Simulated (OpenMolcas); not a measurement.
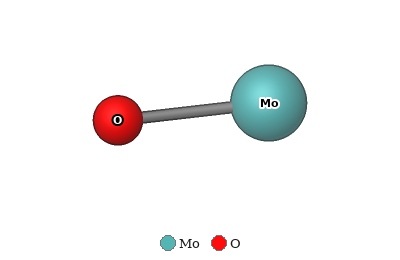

The molecule at the reference distance of 1.626 Å.

## Run report: MoO⁺, relativistic diatomic calculation (part 1 of 2)

System: MoO⁺.
Method: SA-CASSCF(9,9)/XMS-CASPT2 + RASSI spin-orbit (X2C scalar, AMFI), ANO-RCC-VDZP (OpenMolcas).

**Input**
```
&GATEWAY
Coord
2
angstrom
Mo 0.0 0.0 0.0
O 0.0 0.0 1.6260
Basis=ANO-RCC-VDZP
Group=XY
RX2C
AMFI
ANGMom
0.0 0.0 0.0
RICD
&SEWARD
&GUESSORB
&RASSCF
FileOrb=$CurrDir/o41.orb
Symmetry=1
Spin=4
nActEl=9 0 0
Inactive=12 8
RAS2=5 4
CIRoot=1 1 1
Linear
Iterations=120 100
OrbListing=Nothing
PRWF=0.15
>>COPY $Project.RasOrb $CurrDir/o41.orb
>>COPY $Project.rasscf.h5 $CurrDir/r41.h5
&CASPT2
XMultistate=all
Imaginary=0.2
IPEA=0.25
MaxIter=40
>>COPY $Project.JobMix JOB001
&RASSCF
FileOrb=$CurrDir/o21.orb
Symmetry=1
Spin=2
nActEl=9 0 0
Inactive=12 8
RAS2=5 4
CIRoot=6 6 1
Linear
Iterations=120 100
OrbListing=Nothing
PRWF=0.15
>>COPY $Project.RasOrb $CurrDir/o21.orb
>>COPY $Project.rasscf.h5 $CurrDir/r21.h5
&CASPT2
XMultistate=all
Imaginary=0.2
IPEA=0.25
MaxIter=40
>>COPY $Project.JobMix JOB002
&RASSCF
FileOrb=$CurrDir/o42.orb
Symmetry=2
Spin=4
nActEl=9 0 0
Inactive=12 8
RAS2=5 4
CIRoot=4 4 1
Linear
Iterations=120 100
OrbListing=Nothing
PRWF=0.15
>>COPY $Project.RasOrb $CurrDir/o42.orb
>>COPY $Project.rasscf.h5 $CurrDir/r42.h5
&CASPT2
XMultistate=all
Imaginary=0.2
IPEA=0.25
MaxIter=40
>>COPY $Project.JobMix JOB003
&RASSCF
FileOrb=$CurrDir/o22.orb
Symmetry=2
Spin=2
nActEl=9 0 0
Inactive=12 8
RAS2=5 4
CIRoot=8 8 1
Linear
Iterations=120 100
OrbListing=Nothing
PRWF=0.15
>>COPY $Project.RasOrb $CurrDir/o22.orb
>>COPY $Project.rasscf.h5 $CurrDir/r22.h5
&CASPT2
XMultistate=all
Imaginary=0.2
IPEA=0.25
MaxIter=40
>>COPY $Project.JobMix JOB004
&RASSI
Nr of JobIphs=4 1 6 4 8
1
1 2 3 4 5 6
1 2 3 4
1 2 3 4 5 6 7 8
SpinOrbit
EJob
Omega
MEES
MESO
Properties=4
'AngMom' 3 'Mltpl  1' 1 'Mltpl  1' 2 'Mltpl  1' 3
Thrs=1.0d-4
>>COPY $Project.rassi.h5 $CurrDir/so.h5
```

The first orbital files come from an earlier step.

Command:
```bash
pymolcas m.inp (one call a module block, same work directory)
```

**Log (extracts)**
```
++    Wave function specifications:
      Number of closed shell electrons          40
      Number of electrons in active shells       9
      Number of inactive orbitals               20
      Number of active orbitals                  9
      Number of secondary orbitals              28
      Spin quantum number                      1.5
      State symmetry                             1
++    Orbital specifications:
      Symmetry species                           1   2
                                                 a   b
      Frozen orbitals                            0   0
      Inactive orbitals                         12   8
      Active orbitals                            5   4
      RAS2 orbitals                              5   4
      Secondary orbitals                        14  14
      Number of basis functions                 31  26
      printout of CI-coefficients larger than  0.15 for root  1
      energy=   -4120.900354
      conf/sym  11111 2222     Coeff  Weight
          2032  02uuu 0022  -0.94181 0.88701
      Natural orbitals and occupation numbers for root  1
      sym 1:   0.048697   1.946847   0.999552   0.999552   1.004269
      sym 2:   0.085085   0.085085   1.915456   1.915456
      RASSCF energy for state  1                  -4120.90035376
::    RASSCF root number  1 Total energy:  -4120.90035376
      Von Neumann Entropy (Root   1) =  2.17450
++    Wave function specifications:
      Number of closed shell electrons           8
      Number of electrons in active shells       9
      Number of inactive orbitals                4
      Number of active orbitals                  9
      Number of secondary orbitals              28
      Spin quantum number                      1.5
      State symmetry                             1
      Number of CSFs                          2880
      Number of CASSCF root(s) available         1
      CASPT2 state passed to geometry opt.       1
      A file JOBMIX will be created
      This is a CASSCF or RASSCF reference function
  FINAL CASPT2 RESULT:
      Reference energy:       -4120.9003537613
      E2 (Non-variational):      -0.3655757565
      Shift correction:          -0.0013037523
      E2 (Variational):          -0.3668795088
      Total energy:           -4121.2672332701
      Reference weight:           0.91046
++    Wave function specifications:
      Number of closed shell electrons          40
      Number of electrons in active shells       9
      Number of inactive orbitals               20
      Number of active orbitals                  9
      Number of secondary orbitals              28
      Spin quantum number                      0.5
      State symmetry                             1
      printout of CI-coefficients larger than  0.15 for root  1
      energy=   -4120.875958
      conf/sym  11111 2222     Coeff  Weight
          1300  02u20 0022  -0.93285 0.87020
          2805  02u02 0022   0.16444 0.02704
      printout of CI-coefficients larger than  0.15 for root  2
      energy=   -4120.875958
      conf/sym  11111 2222     Coeff  Weight
          1020  022u0 0022  -0.93285 0.87020
          3015  020u2 0022  -0.16444 0.02704
      printout of CI-coefficients larger than  0.15 for root  3
      energy=   -4120.844163
      conf/sym  11111 2222     Coeff  Weight
          1790  02udu 0022   0.94503 0.89308
      printout of CI-coefficients larger than  0.15 for root  4
      energy=   -4120.844163
      conf/sym  11111 2222     Coeff  Weight
          1615  0220u 0022  -0.66824 0.44654
          2000  0202u 0022   0.66824 0.44654
      printout of CI-coefficients larger than  0.15 for root  5
      energy=   -4120.826791
      conf/sym  11111 2222     Coeff  Weight
          2385  02uud 0022   0.94145 0.88632
      printout of CI-coefficients larger than  0.15 for root  6
      energy=   -4120.821925
      conf/sym  11111 2222     Coeff  Weight
          1615  0220u 0022  -0.66895 0.44749
          2000  0202u 0022  -0.66895 0.44749
      Natural orbitals and occupation numbers for root  1
      sym 1:   0.029319   1.942521   0.998735   1.932548   0.091507
      sym 2:   0.072981   0.072981   1.929705   1.929705
      Natural orbitals and occupation numbers for root  2
      sym 1:   0.029319   1.942521   1.932548   0.998735   0.091507
      sym 2:   0.072981   0.072981   1.929705   1.929705
      Natural orbitals and occupation numbers for root  3
      sym 1:   0.048135   1.946396   1.000035   1.000035   1.004945
      sym 2:   0.075404   0.075404   1.924823   1.924823
      Natural orbitals and occupation numbers for root  4
      sym 1:   0.048135   1.946396   1.000035   1.000035   1.004945
      sym 2:   0.075404   0.075404   1.924823   1.924823
      Natural orbitals and occupation numbers for root  5
      sym 1:   0.050237   1.942716   0.999782   0.999782   1.005679
      sym 2:   0.079274   0.079274   1.921628   1.921628
      Natural orbitals and occupation numbers for root  6
      sym 1:   0.048551   1.943256   0.999910   0.999910   1.002782
      sym 2:   0.078523   0.078523   1.924273   1.924273
      RASSCF energy for state  6                  -4120.82192501
::    RASSCF root number  1 Total energy:  -4120.87595829
::    RASSCF root number  2 Total energy:  -4120.87595829
::    RASSCF root number  3 Total energy:  -4120.84416301
::    RASSCF root number  4 Total energy:  -4120.84416301
::    RASSCF root number  5 Total energy:  -4120.82679053
::    RASSCF root number  6 Total energy:  -4120.82192501
      Von Neumann Entropy (Root   1) =  1.33007
++    Wave function specifications:
      Number of closed shell electrons           8
      Number of electrons in active shells       9
      Number of inactive orbitals                4
      Number of active orbitals                  9
      Number of secondary orbitals              28
      Spin quantum number                      0.5
      State symmetry                             1
      Number of CSFs                          4420
      Number of CASSCF root(s) available         6
      CASPT2 state passed to geometry opt.       6
      A file JOBMIX will be created
      This is a MULTI-STATE CASSCF reference
      Number of CI roots used                    6
      These are:                                 1   2   3   4   5   6
      Off-diagonal elements of Heff are computed
  FINAL CASPT2 RESULT:
      Reference energy:       -4120.8759582949
      E2 (Non-variational):      -0.3757352489
      Shift correction:          -0.0014269201
      E2 (Variational):          -0.3771621690
      Total energy:           -4121.2531204639
      Reference weight:           0.90743
  FINAL CASPT2 RESULT:
      Reference energy:       -4120.8759582946
      E2 (Non-variational):      -0.3757349837
      Shift correction:          -0.0014268551
      E2 (Variational):          -0.3771618388
      Total energy:           -4121.2531201335
      Reference weight:           0.90743
  FINAL CASPT2 RESULT:
      Reference energy:       -4120.8441630136
      E2 (Non-variational):      -0.3734817408
      Shift correction:          -0.0015888236
      E2 (Variational):          -0.3750705644
      Total energy:           -4121.2192335780
      Reference weight:           0.90509
  FINAL CASPT2 RESULT:
      Reference energy:       -4120.8441630136
      E2 (Non-variational):      -0.3737384504
      Shift correction:          -0.0015935606
      E2 (Variational):          -0.3753320110
      Total energy:           -4121.2194950246
      Reference weight:           0.90492
  FINAL CASPT2 RESULT:
      Reference energy:       -4120.8267905276
      E2 (Non-variational):      -0.3818338620
      Shift correction:          -0.0021781060
      E2 (Variational):          -0.3840119680
      Total energy:           -4121.2108024956
      Reference weight:           0.89709
  FINAL CASPT2 RESULT:
      Reference energy:       -4120.8219250148
      E2 (Non-variational):      -0.3798195480
      Shift correction:          -0.0016994301
      E2 (Variational):          -0.3815189781
      Total energy:           -4121.2034439929
      Reference weight:           0.90219
       Total XMS-CASPT2 energies:
::    XMS-CASPT2 Root  1     Total energy:  -4121.25312052
::    XMS-CASPT2 Root  2     Total energy:  -4121.25312008
::    XMS-CASPT2 Root  3     Total energy:  -4121.21949504
::    XMS-CASPT2 Root  4     Total energy:  -4121.21923357
::    XMS-CASPT2 Root  5     Total energy:  -4121.21080250
::    XMS-CASPT2 Root  6     Total energy:  -4121.20344399
++    Wave function specifications:
      Number of closed shell electrons          40
      Number of electrons in active shells       9
      Number of inactive orbitals               20
      Number of active orbitals                  9
      Number of secondary orbitals              28
      Spin quantum number                      1.5
      State symmetry                             2
      printout of CI-coefficients larger than  0.15 for root  1
      energy=   -4120.842406
      conf/sym  11111 2222     Coeff  Weight
          1831  02uu0 u022  -0.93799 0.87982
      printout of CI-coefficients larger than  0.15 for root  2
      energy=   -4120.837427
      conf/sym  11111 2222     Coeff  Weight
          1832  02uu0 0u22  -0.93525 0.87469
      printout of CI-coefficients larger than  0.15 for root  3
      energy=   -4120.779302
      conf/sym  11111 2222     Coeff  Weight
          2120  02u0u 0u22  -0.50443 0.25445
          2263  020uu u022  -0.79459 0.63138
      printout of CI-coefficients larger than  0.15 for root  4
      energy=   -4120.779297
      conf/sym  11111 2222     Coeff  Weight
          2119  02u0u u022  -0.79356 0.62974
          2264  020uu 0u22   0.50596 0.25599
      Natural orbitals and occupation numbers for root  1
      sym 1:   0.071485   1.929503   0.999809   0.995324   0.006005
      sym 2:   1.022316   0.107840   1.897988   1.969729
      Natural orbitals and occupation numbers for root  2
      sym 1:   0.072504   1.929126   0.999830   0.993958   0.006975
      sym 2:   0.108571   1.022513   1.967886   1.898637
      Natural orbitals and occupation numbers for root  3
      sym 1:   0.052637   1.937881   0.296337   0.715828   1.002989
      sym 2:   0.766389   0.375589   1.911110   1.941240
      Natural orbitals and occupation numbers for root  4
      sym 1:   0.052672   1.937855   0.713423   0.298735   1.002970
      sym 2:   0.764016   0.377987   1.911214   1.941127
      RASSCF energy for state  4                  -4120.77929694
::    RASSCF root number  1 Total energy:  -4120.84240558
::    RASSCF root number  2 Total energy:  -4120.83742708
::    RASSCF root number  3 Total energy:  -4120.77930208
::    RASSCF root number  4 Total energy:  -4120.77929694
      Von Neumann Entropy (Root   1) =  2.06336
++    Wave function specifications:
      Number of closed shell electrons           8
      Number of electrons in active shells       9
      Number of inactive orbitals                4
      Number of active orbitals                  9
      Number of secondary orbitals              28
      Spin quantum number                      1.5
      State symmetry                             2
      Number of CSFs                          2880
      Number of CASSCF root(s) available         4
      CASPT2 state passed to geometry opt.       4
      A file JOBMIX will be created
      This is a MULTI-STATE CASSCF reference
      Number of CI roots used                    4
      These are:                                 1   2   3   4
      Off-diagonal elements of Heff are computed
  FINAL CASPT2 RESULT:
      Reference energy:       -4120.8424055762
      E2 (Non-variational):      -0.4020667726
      Shift correction:          -0.0024336244
      E2 (Variational):          -0.4045003970
      Total energy:           -4121.2469059732
      Reference weight:           0.89631
  FINAL CASPT2 RESULT:
      Reference energy:       -4120.8374270819
      E2 (Non-variational):      -0.4063275125
      Shift correction:          -0.0028643546
      E2 (Variational):          -0.4091918671
      Total energy:           -4121.2466189490
      Reference weight:           0.89350
  FINAL CASPT2 RESULT:
      Reference energy:       -4120.7793020773
      E2 (Non-variational):      -0.4071495881
      Shift correction:          -0.0026558199
      E2 (Variational):          -0.4098054080
      Total energy:           -4121.1891074853
      Reference weight:           0.89052
  FINAL CASPT2 RESULT:
      Reference energy:       -4120.7792969447
      E2 (Non-variational):      -0.4071290457
      Shift correction:          -0.0026663030
      E2 (Variational):          -0.4097953487
      Total energy:           -4121.1890922933
      Reference weight:           0.89054
       Total XMS-CASPT2 energies:
::    XMS-CASPT2 Root  1     Total energy:  -4121.24690431
::    XMS-CASPT2 Root  2     Total energy:  -4121.24672726
::    XMS-CASPT2 Root  3     Total energy:  -4121.18910915
::    XMS-CASPT2 Root  4     Total energy:  -4121.18898398
++    Wave function specifications:
      Number of closed shell electrons          40
      Number of electrons in active shells       9
      Number of inactive orbitals               20
      Number of active orbitals                  9
      Number of secondary orbitals              28
      Spin quantum number                      0.5
      State symmetry                             2
      printout of CI-coefficients larger than  0.15 for root  1
      energy=   -4120.800923
      conf/sym  11111 2222     Coeff  Weight
          2300  02200 0u22  -0.28192 0.07948
          2520  02020 0u22  -0.28192 0.07948
          3391  02uu0 d022   0.83121 0.69092
      printout of CI-coefficients larger than  0.15 for root  2
      energy=   -4120.800923
      conf/sym  11111 2222     Coeff  Weight
          2299  02200 u022  -0.28192 0.07948
          2519  02020 u022  -0.28192 0.07948
          3392  02uu0 0d22  -0.83121 0.69092
      printout of CI-coefficients larger than  0.15 for root  3
      energy=   -4120.800410
      conf/sym  11111 2222     Coeff  Weight
          2299  02200 u022   0.40498 0.16401
          2300  02200 0u22  -0.25230 0.06365
          2399  02ud0 u022  -0.35680 0.12731
          2400  02ud0 0u22  -0.57272 0.32801
          2519  02020 u022  -0.40498 0.16401
          2520  02020 0u22   0.25230 0.06365
      printout of CI-coefficients larger than  0.15 for root  4
      energy=   -4120.800410
      conf/sym  11111 2222     Coeff  Weight
          2299  02200 u022  -0.25230 0.06365
          2300  02200 0u22  -0.40498 0.16401
          2399  02ud0 u022  -0.57272 0.32801
          2400  02ud0 0u22   0.35680 0.12731
          2519  02020 u022   0.25230 0.06365
          2520  02020 0u22   0.40498 0.16401
      printout of CI-coefficients larger than  0.15 for root  5
      energy=   -4120.792009
      conf/sym  11111 2222     Coeff  Weight
          2299  02200 u022  -0.45399 0.20610
          2399  02ud0 u022  -0.15301 0.02341
          2400  02ud0 0u22  -0.64203 0.41221
          2519  02020 u022   0.45399 0.20610
      printout of CI-coefficients larger than  0.15 for root  6
      energy=   -4120.792009
      conf/sym  11111 2222     Coeff  Weight
          2300  02200 0u22  -0.45399 0.20610
          2399  02ud0 u022   0.64203 0.41221
          2400  02ud0 0u22  -0.15301 0.02341
          2520  02020 0u22   0.45399 0.20610
      printout of CI-coefficients larger than  0.15 for root  7
      energy=   -4120.776782
      conf/sym  11111 2222     Coeff  Weight
          2299  02200 u022  -0.59152 0.34989
          2519  02020 u022  -0.59152 0.34989
          3392  02uu0 0d22   0.39114 0.15299
      printout of CI-coefficients larger than  0.15 for root  8
      energy=   -4120.776782
      conf/sym  11111 2222     Coeff  Weight
          2300  02200 0u22   0.59152 0.34989
          2520  02020 0u22   0.59152 0.34989
      SPIN-FREE ENERGIES:
  (Shifted by EMIN (a.u.) =      -4121.2672332701)
 SF State       Relative EMIN(au)   Rel lowest level(eV)    D:o, cm**(-1)      Abs_M
     1             0.0000000000        0.0000000000              0.0000         0.0
     2             0.0141127533        0.3840275801           3097.3913         2.0
     3             0.0141131896        0.3840394545           3097.4871         2.0
     8             0.0203289566        0.5531790899           4461.6903         1.0
     9             0.0205060095        0.5579969456           4500.5489         1.0
     4             0.0477382329        1.2990234932          10477.3311         4.0
     5             0.0479997045        1.3061384985          10534.7174         4.0
     6             0.0564307746        1.5355596040          12385.1235         0.0
    12             0.0584944546        1.5917151961          12838.0488         1.0
    13             0.0584944546        1.5917151961          12838.0488         1.0
    14             0.0602224781        1.6387371119          13217.3062         5.0
    15             0.0602224781        1.6387371119          13217.3062         5.0
     7             0.0637892774        1.7357946670          14000.1282         0.0
    16             0.0672041481        1.8287180300          14749.6056         3.0
    17             0.0672041481        1.8287180300          14749.6056         3.0
    10             0.0781241251        2.1258657431          17146.2636         2.9
    11             0.0782492883        2.1292716082          17173.7337         2.9
    18             0.0800922327        2.1794206797          17578.2133         1.0
    19             0.0800922327        2.1794206797          17578.2133         1.0
```

(Continued in part 2.) Outcome of the run: converged; components of a degenerate state are split by 57 cm⁻¹.
